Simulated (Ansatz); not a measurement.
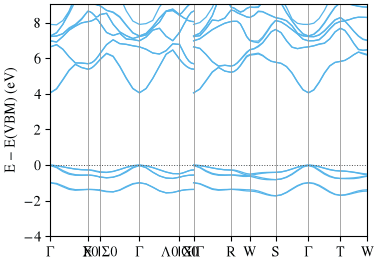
*Band structure from DFT-r²SCAN+D4 with spin–orbit coupling in the program Ansatz with PAW potentials*

The gap is 4.06 eV; an edge lies off the plotted path or next to a special point (maximum on the Γ–X line, 2 % of the way from Γ, minimum at Γ).

The material is H4IN in space group Imm2 (No. 44; H on 4c, H on 4d, I on 2b, N on 2a).

The first step of the workflow began from a Materials Project structure, measured or hypothetical; the Crystallography Open Database copy checked does not list it. Its standing as an ambient phase is unchecked. Symmetry was held in the r²SCAN+D4 relaxation. At this level the phase is dynamically unstable (imaginary phonons).

Potentials: the later of the program's two PAW sets.
